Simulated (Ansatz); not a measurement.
System: a (100) slab cut from Tl (P6_3/mmc), 8 atoms in the cell. Starting structure of the relaxation:

```yaml
crystal:
  lattice:
    - [3.61243, 0.00000, 0.00000]
    - [0.00000, 5.56527, 0.00000]
    - [0.00000, 0.00000, 25.42819]
  atoms:
    - { symbol: Tl, position: [0.00000, 0.25000, 0.29495] }
    - { symbol: Tl, position: [0.50000, 0.75000, 0.33596] }
    - { symbol: Tl, position: [0.50000, 0.25000, 0.41798] }
    - { symbol: Tl, position: [0.00000, 0.75000, 0.45899] }
    - { symbol: Tl, position: [0.00000, 0.25000, 0.54101] }
    - { symbol: Tl, position: [0.50000, 0.75000, 0.58202] }
    - { symbol: Tl, position: [0.50000, 0.25000, 0.66404] }
    - { symbol: Tl, position: [0.00000, 0.75000, 0.70505] }
```

Ansatz; DFT PBE, scalar-relativistic, plane waves, PAW, no spin polarisation, 10×6×1 k mesh, 420 eV cutoff, Gaussian smearing of 0.1 eV.

What does the potential across the slab give for the work function?

The work function is 3.51 eV, the same on both faces. The two vacuum levels agree, so the slab has no net dipole along its normal. The outermost atoms are 10.0 Å apart, which leaves 15.4 Å of vacuum in a cell 25.4 Å high.

Spin-orbit coupling is left out, which matters for Tl.

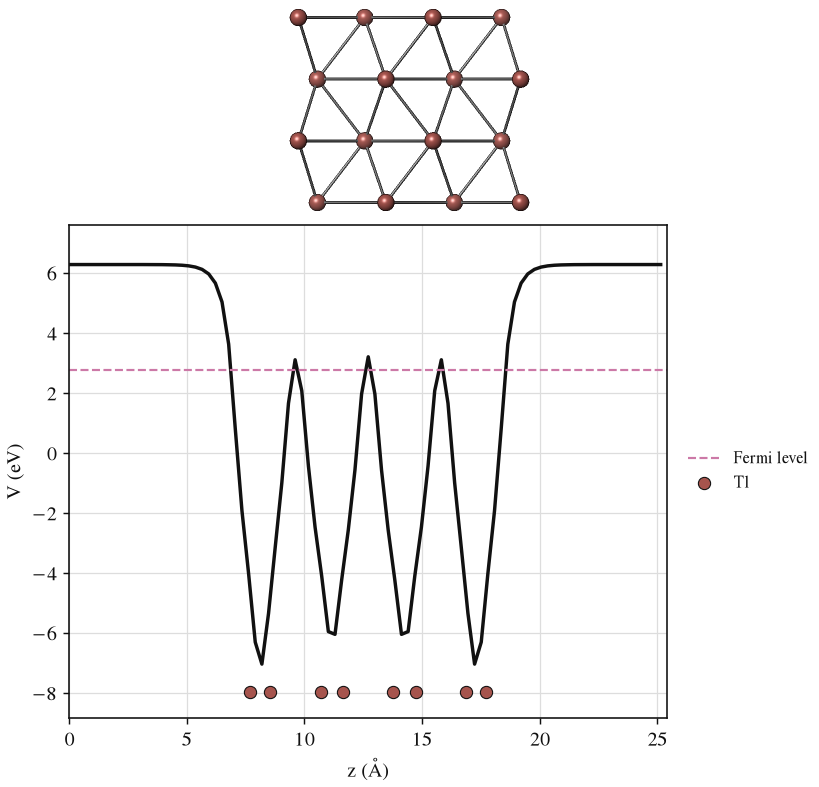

Plane-averaged electrostatic potential energy of an electron across the slab; circles at the bottom mark the heights of the atoms (positions after relaxation). The structure is drawn too.
